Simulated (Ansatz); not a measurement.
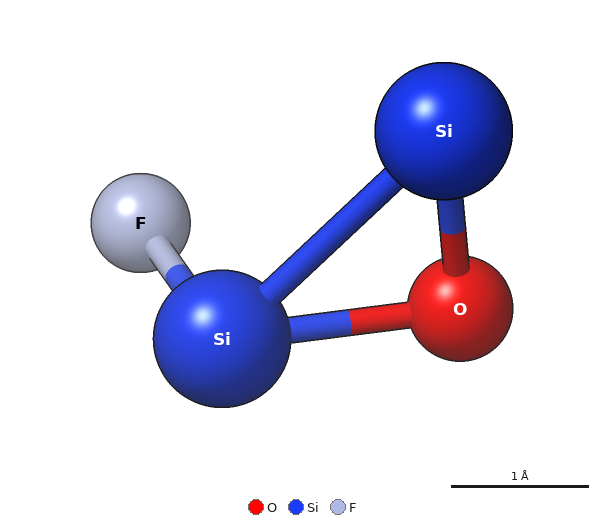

Atoms fade into the background with distance from the viewer. State: charge −1, singlet. The geometry was computed by an optimisation with PBE0-D4/def2-TZVPD. No frequency run is at hand to confirm it as a minimum. Masses are those of the most abundant isotopes; constants are for the rigid equilibrium geometry.

> Classify the rotor and give the rotational constants (GHz).

An asymmetric top (C1): A = 11.1, B = 3.45, C = 3.21 GHz. Ray's parameter κ is −0.94, close to the prolate limit.
